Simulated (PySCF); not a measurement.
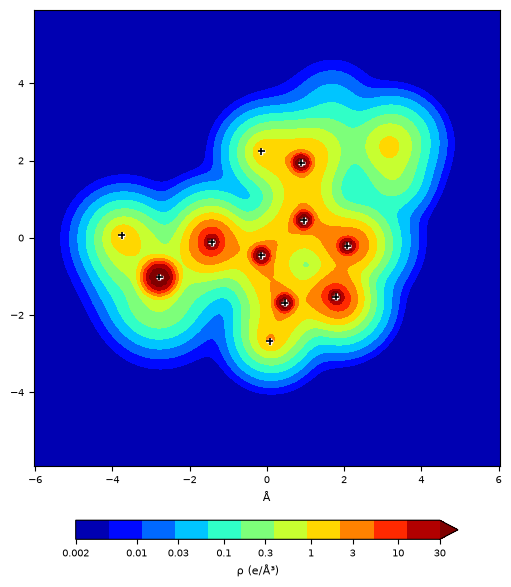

The total electron density on a plane through atoms (crosses mark nuclei in the plane).

Computed with PBE0/pcSseg-1, SCF density, gas phase, non-relativistic (PySCF 2.14.0).

Candidates:
A. C5H13BO2Si2
B. C5H16OSi2
C. C5H9NO3Si (SMILES OCCc1nocc1O[SiH3])

**Which system is this?**

Candidate C: C5H9NO3Si on the plane of atoms C3, C4 and C8, which holds C, N, O, Si and H. C–N (1.31 Å): ρ at the midpoint is about 2.7 e/Å³. C–O (1.33 Å): the density is about 2.4 e/Å³ at the midpoint.
